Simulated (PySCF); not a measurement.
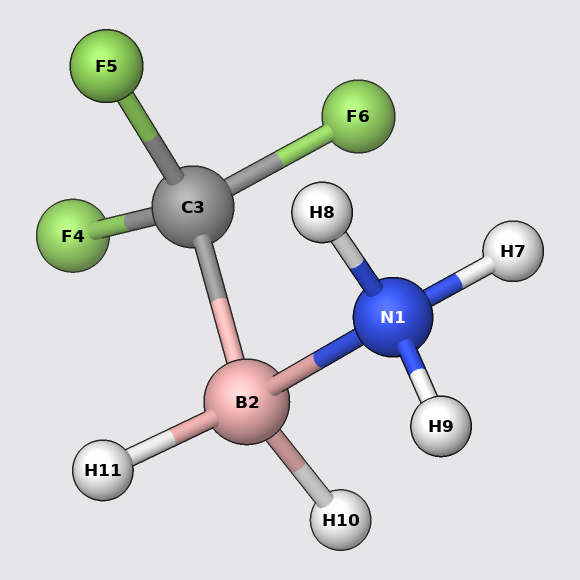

The computed structure is the end point of a PBE0-D3(BJ)/def2-SVP optimisation. No frequency run is at hand to confirm it as a minimum. Method: KT2/pcJ-1 indirect spin-spin coupling, non-relativistic, gas phase (PySCF 2.14.0). Isotopes: 11B, 13C, 19F, 1H, 15N.

Give the spin–spin coupling constants of these pairs, with the number of bonds between them: N1/H9, N1/H7, B2/C3, C3/F4, C3/F5, N1/H10, B2/H8, B2/F5, B2/F6, N1/F5, F4/H11, F5/H11, F5/H10, F6/H10.

```
   pair  bonds apart  J (Hz)
 N1, H9            1   −73.5
 N1, H7            1   −70.8
 B2, C3            1    66.8
 C3, F4            1  −419.9
 C3, F5            1  −385.5
N1, H10            2    −2.3
 B2, H8            2    −2.6
 B2, F5            2    29.2
 B2, F6            2    29.0
 N1, F5            3     2.8
F4, H11            3    −2.3
F5, H11            3     3.0
F5, H10            3    29.3
F6, H10            3     2.5
```

Density functionals are unreliable for couplings to fluorine, so those rows may be far off.
